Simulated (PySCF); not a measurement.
## CdB: single-point calculation

System: CdB, multiplicity 2.
Method: ROHF/def2-svpd, casscf (PySCF 2.14.0).

The run did not end well.

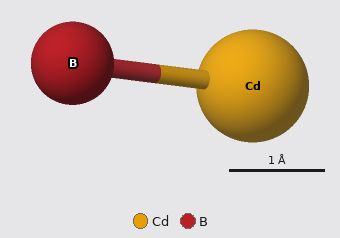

Fig. 1: The structure (ball-and-stick view, seen at a tilt). Sticks mark near contacts.

### What the run reported

- outcome: ended with an error
- SCF energy: −191.281957 hartree
- hardware: 1 CPU thread, shared host
- wall time: 2.7 s

### Diagnosis

The run ended with an error: “Incomplete 2D-irrep orbitals for cylindrical symmetry.”

### The input
```python
from pyscf import gto, scf, mcscf

mol = gto.M(
    atom='Cd 0 0 0; B 0 0 2.215',
    basis='def2-svpd',
    ecp={'Cd': 'def2-svpd'},
    charge=0,
    spin=1,
    symmetry=True,
    verbose=3,
)
mf = scf.ROHF(mol)
mf.kernel()
mc = mcscf.CASSCF(mf, 8, 7)
mc.kernel()
mc.analyze()
mf.dip_moment()
print('orbital energies (hartree):', mf.mo_energy[..., max(0, mol.nelec[1]-3):mol.nelec[0]+3].round(4))
```

Command:
```bash
python input.py
```

### Log
```
SCF not converged.
SCF energy = -191.281956733839
pyscf.lib.exceptions.PointGroupSymmetryError: Incomplete 2D-irrep orbitals for cylindrical symmetry.
orbsym = [11  0  0  3  0  2  2  3]. Retry <class 'pyscf.fci.direct_spin1_symm.FCISolver'> with D2h subgroup symmetry.
```
